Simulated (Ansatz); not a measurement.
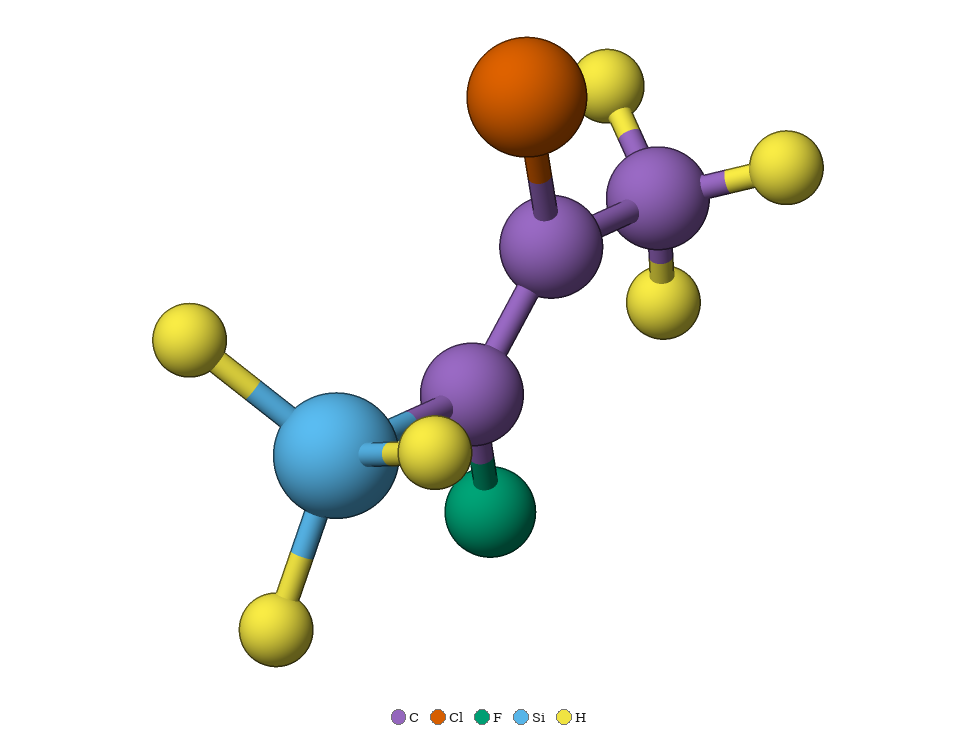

(Drawn from a calculation with Ansatz.)

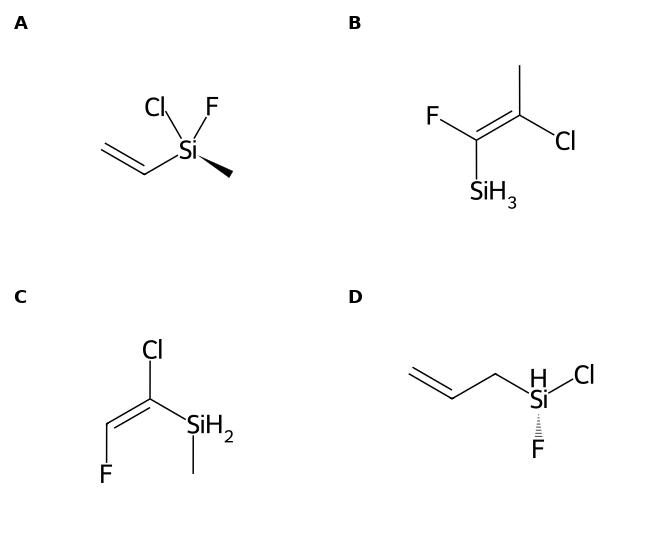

**Which structural formula matches the 3D model?**

B, `C/C(Cl)=C(\F)[SiH3]`.
